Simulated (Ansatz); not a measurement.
BaWO4 (I4_1/a), computed twice by G0W0.

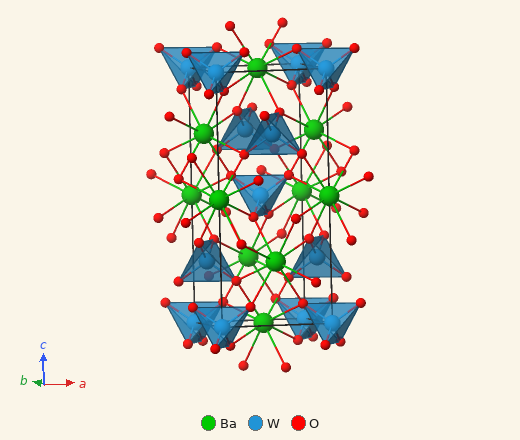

The structure (barium green, tungsten blue, oxygen red). Some periodic images of atoms are drawn too.

```xyz
12
Lattice="-2.8334 2.8334 6.3693 2.8334 -2.8334 6.3693 2.8334 2.8334 -6.3693" Properties=species:S:1:pos:R:3 pbc="T T T"
Ba    2.8334    0.0000    3.1846
Ba    0.0000    0.0000    6.3693
W     0.0000    2.8334    3.1846
W     0.0000    0.0000    0.0000
O     0.7111    1.3076   -1.0013
O     2.1222    1.5258    5.3680
O     3.5445    1.3076   -2.1834
O     1.3076    2.1222    2.1834
O     4.3592    0.7111    1.0013
O    -1.5258    2.1222    7.3705
O     1.5258    0.7111    8.5526
O    -0.7111    1.5258    4.1859
```

The cell and positions are those that the Materials Project relaxed with its own functionals (PBE, PBE+U or r2SCAN), kept fixed. Spin-orbit coupling is left out unless a run names it. PAW set soft_2, made with PBE.

The first (Ansatz 0.2.0; start r2SCAN, 4×4×4 mesh, 1029 empty bands, screening to 170 eV; 1 × NVIDIA H100 80GB HBM3 (shared by 6 runs) with 3 threads of AMD EPYC 7R13 (Zen 3), shared host) gave, on its mesh: starting gap 5.16 eV, G0W0 gap 7.09 eV, RPA ε∞ (mean) 3.04, 4.6 min.

The second gave: starting gap 5.16 eV, G0W0 gap 7.09 eV, RPA ε∞ (mean) 3.04, 7.1 min.

Q: What was changed in the input? Choose among start, files, mesh, bands and cutoff, frequency model or another key.

Changed: frequency model from contour deformation to plasmon pole. The starting gap stayed, which rules out the functional and points to the GW step. Other changes could give like numbers; this is the one that was made.

Limits: not at the basis limit; no spin-orbit coupling.

[Paths, hosts, dates, memory and timing lines, banners, echoed tables and standing remarks are left out of the program output.]

[Logs are printed without paths, hosts, clocks, repeated set-up lines and the standing remarks that a program may print on its own settings, such as how far it seeks lower states.]

[Runs of the session that timed out or met a known fault of the program may be left out.]

[Cells called generated may have been cut or substituted from an entry of the Crystallography Open Database or the Materials Project.]

[Hosts, paths, dates, database ids (printed as entryN), source tags and the programs' standing remarks are cut or masked in the printed files.]
